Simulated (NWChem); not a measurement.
**Two attempts at CH3AlO (Al(CO)H3)**

Aim: energy and forces of CH3AlO (Al(CO)H3) at MN15-L/def2-SVP.

Program for the calculation: NWChem 7.3.0.

## (1) The molecule

The species is CH3AlO (6 atoms), meant as a singlet with charge 0. As SMILES, `[H][Al]([H])([H])<-[C-]#[O+]`. The shape comes from GFN2-xTB, which is rough for such elements, and wasn't checked as a minimum.

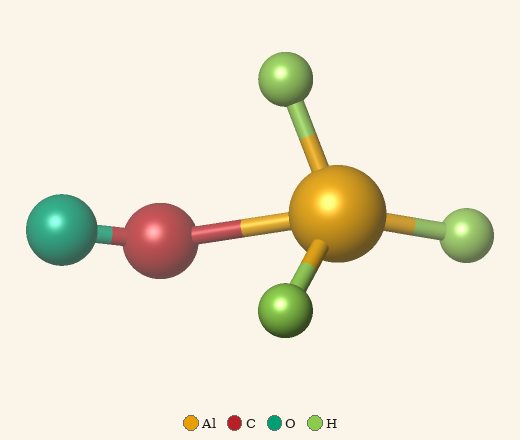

The structure, seen from a chosen angle (aluminium amber, carbon red, oxygen teal, hydrogen green).

## (2) Try one

Input file ch3alo.nw:

```
echo
start ch3alo
title "CH3AlO"
memory stack 880 mb heap 220 mb global 1100 mb

geometry units angstroms noautosym nocenter
  zmatrix
    Al
    C 1 r2
    O 2 r3 1 a3
    H 1 r4 2 a4 3 d4
    H 1 r5 4 a5 2 d5
    H 1 r6 5 a6 4 d6
  variables
    r2 2.093612
    r3 1.1255
    a3 141.15539
    r4 1.576752
    a4 78.41573
    d4 -62.07753
    r5 1.544892
    a5 118.13175
    d5 133.5215
    r6 1.576944
    a6 118.13178
    d6 -157.66105
  end
end

basis spherical bse
  * library def2-SVP
end

dft
  xc mn15-l
  disp vdw 4
  grid fine
  convergence energy 1e-07
  direct
  iterations 75
  mulliken
  print low
end

task dft gradient
```

Started as:

```console
$ nwchem ch3alo.nw > ch3alo.out
```

What it wrote:

```text
============================== echo of input deck ==============================
echo
start ch3alo
title "CH3AlO"
memory stack 880 mb heap 220 mb global 1100 mb

geometry units angstroms noautosym nocenter
  zmatrix
    Al
    C 1 r2
    O 2 r3 1 a3
    H 1 r4 2 a4 3 d4
    H 1 r5 4 a5 2 d5
    H 1 r6 5 a6 4 d6
  variables
    r2 2.093612
    r3 1.1255
    a3 141.15539
    r4 1.576752
    a4 78.41573
    d4 -62.07753
    r5 1.544892
    a5 118.13175
    d5 133.5215
    r6 1.576944
    a6 118.13178
    d6 -157.66105
  end
end

basis spherical bse
  * library def2-SVP
end

dft
  xc mn15-l
  disp vdw 4
  grid fine
  convergence energy 1e-07
  direct
  iterations 75
  mulliken
  print low
end

task dft gradient
================================================================================

[... 22 lines left out ...]
    hardfail = no
[... 40 lines left out ...]
            Nuclear Dipole moment (a.u.)
[... 90 lines left out ...]
  Caching 1-el integrals
 ------------------------------------------------------------------------
  vdw 4: scaling factors not available                   0
 ------------------------------------------------------------------------
 ------------------------------------------------------------------------
  current input line :
    45: task dft gradient
 ------------------------------------------------------------------------
 ------------------------------------------------------------------------
 This error has not yet been assigned to a category
 ------------------------------------------------------------------------

0: vdw 4: scaling factors not available:Received an Error in Communication
  Errorcode: -1
```

Wall time 0.66 s (1 thread of AMD EPYC 7R43 (Zen 3), shared host); peak memory 0.088 GiB.

## (3) Diagnosis

The program broke off before the end.

The log says `vdw 4: scaling factors not available                   0`. Cause: no dispersion parameters. To mend it: dispersion none in place of D3(BJ).

## (4) Second attempt

Input file ch3alo.nw:

```
start ch3alo
title "Al(CO)H3"
memory stack 880 mb heap 220 mb global 1100 mb
charge 0

geometry units angstroms noautosym nocenter
   zmatrix
     Al
     C 1 r2
     O 2 r3 1 a3
     H 1 r4 2 a4 3 d4
     H 1 r5 4 a5 2 d5
     H 1 r6 5 a6 4 d6
   variables
     r2 2.093612
     r3 1.1255
     a3 141.15539
     r4 1.576752
     a4 78.41573
     d4 -62.07753
     r5 1.544892
     a5 118.13175
     d5 133.5215
     r6 1.576944
     a6 118.13178
     d6 -157.66105
   end
end

basis spherical bse
   * library def2-SVP
end

dft
   xc mn15-l
   grid fine
   convergence energy 1e-07
   direct
   mulliken
end

task dft gradient
```

Started as:

```console
$ nwchem ch3alo.nw > ch3alo.out
```

What it wrote:

```text
[...]
          Wavefunction type:  closed shell.
          No. of atoms     :     6
          No. of electrons :    30
[...]
          Charge           :     0
          Spin multiplicity:     1
[...]
          AO basis - number of functions:    61
[...]
              XC Information
              --------------
                       MN15-L Method XC Functional
                        MN15-L Exchange Functional  1.000
                      MN15-L Correlation Potential  1.000
[...]
 d= 0,ls=0.0,diis     1   -357.1001954378 -4.39D+02  1.61D-02  5.16D-01     0.9
[...]
 d= 0,ls=0.0,diis     8   -357.1580006084 -1.63D-09  2.12D-06  1.51D-08     5.5
         Total DFT energy =     -357.158000608446
      One electron energy =     -653.367420186545
           Coulomb energy =      248.129047696676
    Exchange-Corr. energy =      -33.436878580872
 Nuclear repulsion energy =       81.517250462295
[...]
      Total Density - Mulliken Population Analysis
     ---------------------------------------------
    Atom       Charge   Shell Charges
 -----------   ------   -------------------------------------------------------
    1 Al  13    12.39   2.00  1.99  0.80  0.17  5.93  0.84  0.53  0.14
    2 C    6     5.88   1.99  1.07  0.50  1.64  0.60  0.08
    3 O    8     8.08   1.99  1.14  0.67  2.75  1.51  0.02
    4 H    1     1.22   0.75  0.47  0.01
    5 H    1     1.21   0.76  0.44  0.01
    6 H    1     1.22   0.75  0.47  0.01
[...]
  wavefunction    = closed shell
                         DFT ENERGY GRADIENTS
    atom               coordinates                        gradient
                 x          y          z           x          y          z
   1 Al      0.000000   0.000000   0.000000   -0.001569   0.000028   0.007043
   2 C       0.000000   0.000000   3.956353    0.018156  -0.000008   0.016070
   3 O       1.334005   0.000000   5.612878   -0.014176  -0.000004  -0.032491
   4 H       1.366868   2.579119   0.598336   -0.009096  -0.008619   0.001815
   5 H      -2.114250  -0.002721  -2.013198    0.015778   0.000020   0.005721
   6 H       1.370161  -2.576915   0.602096   -0.009093   0.008583   0.001843
[...]
```

Wall time 9 s (1 thread of AMD EPYC 7R43 (Zen 3), shared host); peak memory 0.11 GiB.

## (5) Summary of results

At MN15-L/def2-SVP:

| quantity | value |
| --- | --- |
| total energy | -357.15800 Eh |
| dipole moment | 1.55 D |
| HOMO energy | -7.51 eV |
| LUMO energy | -2.61 eV |
| HOMO–LUMO gap | 4.90 eV |
| largest force on an atom | 1.823 eV/Å |

**Reading.** Mulliken charges run from -0.22 on H4 to +0.61 on Al1; they depend strongly on the basis. The largest force is 1.82 eV/Å: the shape isn't a stationary point for this species at this level.
